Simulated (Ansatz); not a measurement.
**CH3F (SMILES CF): CCSDT(Q)/STO-3G**

What is the electronic atomisation energy of CH3F at CCSDT(Q)/STO-3G? 

The results are computed with Ansatz 0.2.0.

55 further runs of the same task are left out: 3 that didn't finish, 52 set aside as unsound or not needed.

**1. Starting point**

CH3F: 5 atoms, total charge 0, spin state singlet. As SMILES, `CF`. The coordinates come from a PBE0-D4/def2-TZVP relaxation.

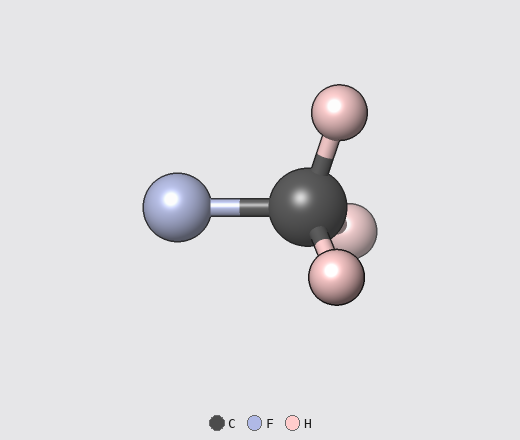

The structure, seen from a chosen angle (carbon dark grey, fluorine light blue, hydrogen pink).

**2. The energy at CCSDT(Q)/STO-3G**

input.yaml reads:

```yaml
crystal:
  periodic: [false, false, false]
  atoms:
    - symbol: C
      position_ang: [-0.050700, 0.032900, 0.007800]
    - symbol: F
      position_ang: [1.094100, -0.710500, -0.168600]
    - symbol: H
      position_ang: [-0.918700, -0.626900, -0.058000]
    - symbol: H
      position_ang: [-0.104800, 0.796000, -0.772000]
    - symbol: H
      position_ang: [-0.019800, 0.508500, 0.990700]
basis:
  gaussian:
    orbitals: STO-3G
scf:
  omitted_lower_state_checks: [cluster_reference, increment]
accuracy: high
correlation:
  method: ccsdt_q
  frozen_orbitals: {C: 1, F: 1, H: 0}
magnetization:
  spin_polarized: false
  initial_magnetization: 0
```

Started as:

```
$ ansatz run input.yaml --threads 1 --pin off --max-ram 2610MiB --events-out events.jsonl --progress --plain --runs-dir runs
```

The program printed, cut to the lines that bear on the results:

```text
Warning: RAYON_NUM_THREADS=1 ignored (pool sized by the plan → 1); use --threads N
Functional definition: HF
  name "HF"
[...]
206 factors; integrals over basis functions are off by at most 2.5e-8 eV
[...]
mean field -3732.54276126 eV, -137.1684164678 hartree, gradient 2.7e-8 eV, S^2 0.000000; 0 other end points of the search recorded, 0 dependent functions left out
2 core orbitals not correlated: weight in the atoms' cores, before any rotation towards them, 1.000 or more for the frozen orbitals, at most 0.000 for the correlated occupied ones
reference -3732.54276126 eV, -137.1684164678 hartree; 7, 7 occupied and 4, 4 virtual orbitals, 206 factors
second order -1.84472789 eV of doubles, -0.00000000 eV of singles
cycle   1  -2.29309028 eV  change   -4.5e-1 eV  update   5.2e-2
[...]
cycle  18  -2.56673493 eV  change  -1.7e-10 eV  update   1.6e-9
perturbative correction -0.00088410 eV, -0.0000324901 hartree
Total energy: -3735.11038029 eV, -137.2627747268 hartree
Checks for a lower state left out: cluster_reference, increment
```

It took 0.18 s on 1 thread of Arm Neoverse V1, shared host.

**3. The C atom, same level**

run.yaml reads:

```yaml
basis:
  gaussian:
    orbitals: STO-3G
crystal:
  periodic: [false, false, false]
  atoms:
    - {symbol: C, position_ang: [0.000000, 0.000000, 0.000000]}
scf:
  omitted_lower_state_checks: [cluster_reference, increment]
magnetization:
  spin_polarized: true
  initial_magnetization: 2
correlation:
  method: ccsdt_q
  frozen_orbitals: {C: 1}
accuracy: high
```

Started as:

```
$ ansatz run run.yaml --threads 1 --pin off --max-ram 2610MiB --events-out events.jsonl --progress --plain --runs-dir runs
```

The program printed, cut to the lines that bear on the results:

```text
Warning: RAYON_NUM_THREADS=1 ignored (pool sized by the plan → 1); use --threads N
[... 2 set-up lines as earlier in the session ...]
[...]
15 factors; integrals over basis functions are off by at most 9.8e-10 eV
[...]
mean field -1012.21982732 eV, -37.1983925466 hartree, gradient 0.0e0 eV, S^2 2.000000; 2 other end points of the search recorded, 0 dependent functions left out
1 core orbitals not correlated: weight in the atoms' cores, before any rotation towards them, 1.000 or more for the frozen orbitals, at most 0.000 for the correlated occupied ones
reference -1012.21982732 eV, -37.1983925466 hartree; 3, 1 occupied and 1, 3 virtual orbitals, 15 factors
second order -0.26779434 eV of doubles, 0.00000000 eV of singles
cycle   1  -0.40690293 eV  change   -1.4e-1 eV  update   3.9e-2
[...]
cycle  12  -0.55043897 eV  change  -1.1e-10 eV  update  1.7e-11
perturbative correction 0.00000000 eV, 0.0000000000 hartree
Total energy: -1012.77026629 eV, -37.2186208057 hartree
Checks for a lower state left out: cluster_reference, increment
```

Wall time 0.24 s (1 thread of Arm Neoverse V1, shared host).

**4. The F atom**

molecule.yaml reads:

```yaml
basis:
  gaussian:
    orbitals: STO-3G
crystal:
  periodic: [false, false, false]
  atoms:
    - symbol: F
      position_ang: [0.000000, 0.000000, 0.000000]
magnetization:
  spin_polarized: true
  initial_magnetization: 1
correlation:
  method: ccsdt_q
  frozen_orbitals: {F: 1}
accuracy: high
scf:
  omitted_lower_state_checks: [cluster_reference, increment]
```

Run the same way, it converges to -97.98651 Eh (log not shown).

**5. The H atom: the energy at UHF/STO-3G**

input.yaml reads:

```yaml
crystal:
  periodic: [false, false, false]
  atoms:
    - symbol: H
      position_ang: [0.000000, 0.000000, 0.000000]
basis:
  gaussian:
    orbitals: STO-3G
magnetization:
  spin_polarized: true
  initial_magnetization: 1
hamiltonian:
  xc: hf
accuracy: high
```

Run the same way, it converges to -0.46658 Eh (log not shown).

**6. What came out**

Level: CCSDT(Q)/STO-3G, 2 core orbitals frozen.

| quantity | value |
| --- | --- |
| molecule: total energy | -137.26277 Eh |
| molecule: correlation energy (2 core orbitals frozen) | -94.4 mEh |
| molecule: T1 diagnostic | 0.006 |
| C atom: total energy | -37.21862 Eh |
| C atom: correlation energy (1 core orbital frozen) | -20.2 mEh |
| C atom: ⟨S²⟩ of the reference determinant | 2.000 |
| C atom: T1 diagnostic | 0.000 |
| F atom: total energy | -97.98651 Eh |
| F atom: correlation energy (1 core orbital frozen) | 0.0 mEh |
| F atom: ⟨S²⟩ of the reference determinant | 0.750 |
| F atom: T1 diagnostic | 0.000 |
| H atom: total energy | -0.46658 Eh |
| H atom: ⟨S²⟩ | 0.750 |
| electronic atomisation energy | 17.902 eV |

What this shows: Taking the molecule apart into free atoms costs 17.90 eV (413 kcal/mol), before zero-point energy and without spin-orbit coupling. In a minimal basis such a difference can be off by several eV, whatever the method.
